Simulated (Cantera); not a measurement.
Charge: 1 mol Si₃N₄, 23 mol HCl, 4.7 mol N₂, 1.6 mol O₂, equilibrated at 33.0 mbar.

Equilibrium computed with Cantera from the NASA thermochemical tables; the gas is ideal and each condensed phase is pure. Candidate condensed phases: H₂O, NH₄Cl, Si, SiO₂, Si₂N₂O, Si₃N₄; 47 gas species. The tables' values for SiCl₃ are old estimates; treat these amounts as uncertain. The tables hold silica as quartz up to 1696 K and as liquid above; real silica turns to tridymite and cristobalite and melts near 1996 K. Equilibrium is a limit: real reactors are often held back by kinetics, nucleation or transport.

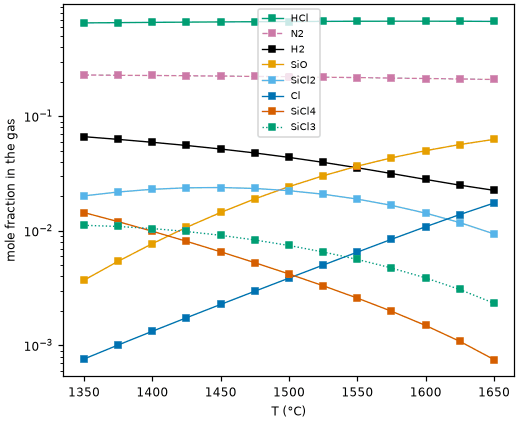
Fig. 1. Equilibrium gas composition (values under 1e-9 drawn at 1e-9)

From 1350 °C to 1400 °C the condensed part is SiO₂(β-quartz). From 1425 °C to 1650 °C the condensed part is SiO₂(condensed). The main Si-bearing gas is SiCl₂ at 1350 °C and SiO at 1650 °C. The share of Si in condensed phases is highest at 1350 °C (51.5 %) and lowest at 1650 °C (19.7 %).
